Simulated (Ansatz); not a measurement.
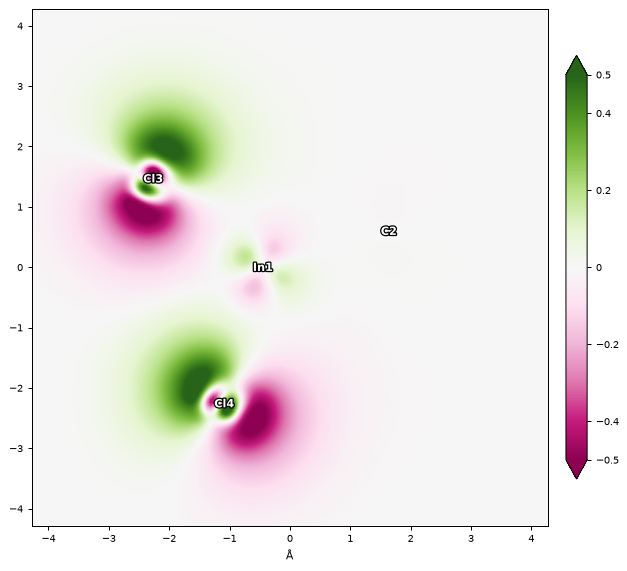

CH₃Cl₂In···H₂O. The HOMO−1 on the plane of atoms C2, In1 and Cl3 (values in Å⁻³ᐟ²; the overall sign is arbitrary).

Core potentials replace the inner electrons of In; not at a stationary point (largest force 0.7 eV/Å).

The calculation used RKS CAM-B3LYP/def2-SVP in Ansatz 0.2.0.

```xyz
10

In   -1.0184   -0.8354   -0.7458
C     0.5400   -0.8699    0.7637
Cl   -0.8156   -1.7073   -2.9056
Cl   -3.1429    0.0568   -0.3090
H     1.1139    1.3839    0.2733
O     0.7259    2.0175   -0.3476
H     1.5207   -0.7552    0.2816
H     0.3559   -0.0682    1.4893
H     0.5103   -1.8354    1.2883
H     0.2101    2.6132    0.2117
```

Describe this orbital and give its energy.

Its weight (Hirshfeld) is mainly on Cl4 (about 50 %) and Cl3 (about 45 %); largely a combination of lone pairs on Cl4 and Cl3. Its energy is −9.77 eV.
